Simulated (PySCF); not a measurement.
## C₅H₉F₃O₂Si: a changed input and its effect

System: C₅H₉F₃O₂Si, SMILES C[Si](C)(C)OC(=O)C(F)(F)F.
Method of the first run: GIAO PBE0/pcSseg-1 NMR shielding, non-relativistic, IEF-PCM chloroform (PySCF 2.14.0).

The geometry comes from this level: PBE0-D3(BJ)/def2-SVP. Text and figures count atoms from 1; the logs count them from 0 in places.

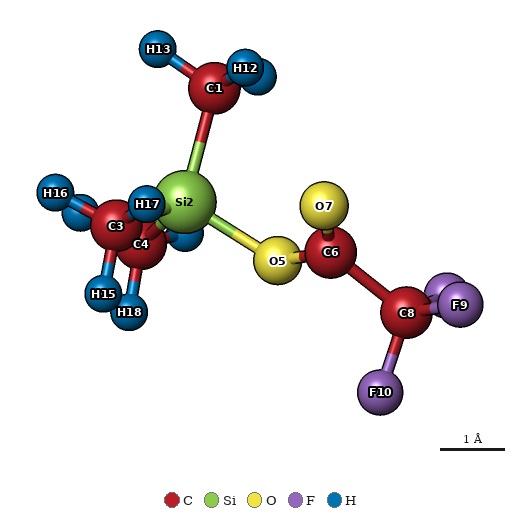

**Figure 1.** The structure as given in the input (ball-and-stick view, seen at a tilt; atoms are numbered from 1 in the order of the input).

### The input, the first run
```
{"job": {"kind": "nmr", "xc": "PBE0", "basis": "pcSseg-1", "solvent": "chloroform", "pop": false}, "charge": 0, "multiplicity": 1}
C     -1.200638    -1.589259    -0.764961
Si    -0.865469     0.063313     0.029435
C     -0.984674     1.477163    -1.178335
C     -1.868936     0.341966     1.572262
O      0.760592     0.025913     0.666038
C      1.828803    -0.149899    -0.073657
O      1.867497    -0.299808    -1.263142
C      3.098873    -0.143891     0.799942
F      4.178907    -0.325666     0.060978
F      3.212707     1.017666     1.441224
F      3.036779    -1.116235     1.707673
H     -0.525482    -1.751079    -1.618093
H     -2.238620    -1.631078    -1.132339
H     -1.062841    -2.412122    -0.046929
H     -0.712217     2.434483    -0.708263
H     -2.018853     1.564805    -1.548875
H     -0.321310     1.307614    -2.039127
H     -1.580649     1.285551     2.060421
H     -2.944229     0.392611     1.339895
H     -1.713213    -0.475165     2.293145
```

The first line tells a small driver script what to run in PySCF; the rest is the geometry in Å.

Command:
```bash
OMP_NUM_THREADS=1 python <driver script> task.json out
```

Hardware: 1 CPU thread, shared host.

### Output (the first run)
```
coarse grid: 18064 points
cycle   1  E = -934.2420598699  dE =  1.642e+00  |g| = 1.327e+00  |ddm| = 3.992e+00
cycle   2  E = -933.7220266407  dE =  5.200e-01  |g| = 2.212e+00  |ddm| = 1.976e+00
cycle   3  E = -934.5454245920  dE = -8.234e-01  |g| = 2.968e-01  |ddm| = 1.363e+00
cycle   4  E = -934.5596572278  dE = -1.423e-02  |g| = 1.271e-01  |ddm| = 2.476e-01
cycle   5  E = -934.5621752225  dE = -2.518e-03  |g| = 3.672e-02  |ddm| = 8.621e-02
cycle   6  E = -934.5624483315  dE = -2.731e-04  |g| = 5.981e-03  |ddm| = 2.589e-02
cycle   7  E = -934.5624547990  dE = -6.467e-06  |g| = 2.037e-03  |ddm| = 4.990e-03
final grid: 173544 points
cycle   8  E = -934.6652232091  dE = -3.759e-05  |g| = 1.468e-02  |ddm| = 2.716e-02
cycle   9  E = -934.6651749003  dE =  4.831e-05  |g| = 2.217e-02  |ddm| = 2.189e-02
cycle  10  E = -934.6652627201  dE = -8.782e-05  |g| = 2.506e-03  |ddm| = 1.313e-02
cycle  11  E = -934.6652639231  dE = -1.203e-06  |g| = 5.140e-04  |ddm| = 1.713e-03
cycle  12  E = -934.6652639609  dE = -3.780e-08  |g| = 2.109e-04  |ddm| = 4.115e-04
cycle  13  E = -934.6652639698  dE = -8.891e-09  |g| = 2.008e-05  |ddm| = 1.485e-04
cycle  14  E = -934.6652639698  dE = -6.025e-11  |g| = 6.125e-06  |ddm| = 1.625e-05
converged SCF energy = -934.6652639698

GIAO shielding tensors (ppm)
atom      isotropic    diamagn.    paramagn.     s11        s22        s33       span
  0 C      186.202     258.341     -72.139    178.087    186.945    193.575     15.488
  1 Si     308.578     883.856    -575.278    300.653    302.777    322.305     21.652
  2 C      186.093     258.314     -72.221    178.118    186.907    193.254     15.135
  3 C      185.639     257.425     -71.786    178.378    185.744    192.795     14.417
  4 O      113.110     408.627    -295.517    -33.836    159.140    214.025    247.860
  5 C       20.308     252.356    -232.048    -75.582     66.438     70.068    145.649
  6 O      -98.174     404.584    -502.757   -333.628   -253.381    292.488    626.116
  7 C       64.833     248.103    -183.270     50.270     62.672     81.558     31.288
  8 F      275.246     464.417    -189.171    200.610    278.921    346.208    145.598
  9 F      264.491     472.764    -208.273    186.505    256.094    350.875    164.371
 10 F      264.355     472.846    -208.491    186.371    255.927    350.768    164.396
 11 H       30.343      33.142      -2.800     25.425     29.149     36.454     11.029
 12 H       31.076      30.613       0.463     26.885     28.037     38.306     11.421
 13 H       30.922      32.182      -1.260     26.869     28.241     37.657     10.789
 14 H       30.900      32.169      -1.269     26.852     28.196     37.651     10.799
 15 H       31.077      30.610       0.468     26.889     28.062     38.280     11.391
 16 H       30.327      33.107      -2.780     25.415     29.097     36.468     11.053
 17 H       30.782      31.728      -0.946     26.571     28.320     37.456     10.886
 18 H       31.095      29.962       1.133     26.810     28.240     38.235     11.425
 19 H       30.783      31.718      -0.934     26.560     28.332     37.458     10.898
```

For the second run the input was changed thus:
```diff
-"solvent": "chloroform"
-"pop": false
+"solvent": "acetone"
+"pop": true
```

Predict how the results change.

The total energy of the second run is 1.1 kcal/mol lower: the change of the electrostatic solvation energy at this fixed geometry, without cavity or dispersion terms. The dipole moment goes from 4.27 to 4.44 D. Of all shieldings, the largest change is that of O7, by +4.8 ppm. The number of SCF iterations is the same.

### Output (the second run)
```
coarse grid: 18064 points
cycle   1  E = -934.2460374106  dE =  1.638e+00  |g| = 1.323e+00  |ddm| = 3.992e+00
cycle   2  E = -933.7466615487  dE =  4.994e-01  |g| = 2.183e+00  |ddm| = 1.937e+00
cycle   3  E = -934.5492110750  dE = -8.025e-01  |g| = 2.791e-01  |ddm| = 1.320e+00
cycle   4  E = -934.5616894513  dE = -1.248e-02  |g| = 1.223e-01  |ddm| = 2.316e-01
cycle   5  E = -934.5640147658  dE = -2.325e-03  |g| = 3.576e-02  |ddm| = 8.268e-02
cycle   6  E = -934.5642724580  dE = -2.577e-04  |g| = 5.658e-03  |ddm| = 2.499e-02
cycle   7  E = -934.5642782000  dE = -5.742e-06  |g| = 1.953e-03  |ddm| = 4.657e-03
final grid: 173544 points
cycle   8  E = -934.6670464754  dE = -3.814e-05  |g| = 1.455e-02  |ddm| = 2.710e-02
cycle   9  E = -934.6670007249  dE =  4.575e-05  |g| = 2.178e-02  |ddm| = 2.145e-02
cycle  10  E = -934.6670854901  dE = -8.477e-05  |g| = 2.319e-03  |ddm| = 1.274e-02
cycle  11  E = -934.6670865269  dE = -1.037e-06  |g| = 4.876e-04  |ddm| = 1.584e-03
cycle  12  E = -934.6670865596  dE = -3.272e-08  |g| = 2.161e-04  |ddm| = 3.955e-04
cycle  13  E = -934.6670865687  dE = -9.157e-09  |g| = 1.968e-05  |ddm| = 1.482e-04
cycle  14  E = -934.6670865688  dE = -5.753e-11  |g| = 5.649e-06  |ddm| = 1.562e-05
converged SCF energy = -934.6670865688

GIAO shielding tensors (ppm)
atom      isotropic    diamagn.    paramagn.     s11        s22        s33       span
  0 C      186.360     258.410     -72.049    178.227    187.056    193.798     15.571
  1 Si     307.952     883.859    -575.907    300.098    302.160    321.599     21.502
  2 C      186.251     258.383     -72.132    178.262    187.016    193.475     15.212
  3 C      185.898     257.525     -71.627    178.587    185.977    193.128     14.541
  4 O      111.942     408.701    -296.759    -36.033    157.220    214.639    250.672
  5 C       20.108     252.263    -232.156    -75.076     65.349     70.050    145.126
  6 O      -93.392     404.836    -498.228   -326.229   -247.355    293.408    619.638
  7 C       64.833     248.155    -183.322     50.354     62.701     81.443     31.089
  8 F      275.989     464.477    -188.488    201.259    279.881    346.826    145.567
  9 F      264.661     472.777    -208.117    186.606    256.337    351.039    164.433
 10 F      264.521     472.859    -208.338    186.470    256.164    350.929    164.459
 11 H       30.413      33.222      -2.809     25.504     29.235     36.499     10.995
 12 H       31.001      30.569       0.432     26.784     27.947     38.273     11.489
 13 H       30.892      32.166      -1.274     26.826     28.203     37.648     10.823
 14 H       30.870      32.154      -1.284     26.810     28.158     37.642     10.832
 15 H       31.001      30.565       0.436     26.786     27.971     38.246     11.460
 16 H       30.398      33.188      -2.790     25.496     29.185     36.513     11.017
 17 H       30.785      31.732      -0.947     26.564     28.319     37.472     10.908
 18 H       31.020      29.912       1.108     26.697     28.153     38.210     11.513
 19 H       30.786      31.722      -0.936     26.553     28.331     37.474     10.920
```

### The two runs side by side

| quantity | the first run | the second run |
| --- | --- | --- |
| outcome | converged | converged |
| total energy (hartree) | −934.665264 | −934.667087 |
| HOMO (eV) | −8.72 | −8.70 |
| LUMO (eV) | −0.82 | −0.84 |
| dipole moment (D) | 4.27 | 4.44 |
| shielding of Si2 (ppm) | 308.6 | 308.0 |
| shielding of C4 (ppm) | 185.6 | 185.9 |
| shielding of O5 (ppm) | 113.1 | 111.9 |
| shielding of C6 (ppm) | 20.3 | 20.1 |
| shielding of O7 (ppm) | −98.2 | −93.4 |
| shielding of F9 (ppm) | 275.2 | 276.0 |
| shielding of F10 (ppm) | 264.5 | 264.7 |
| SCF iterations | 14 | 14 |
| basis functions | 239 | 239 |
| wall time (shared host) | 81 s | 86 s |
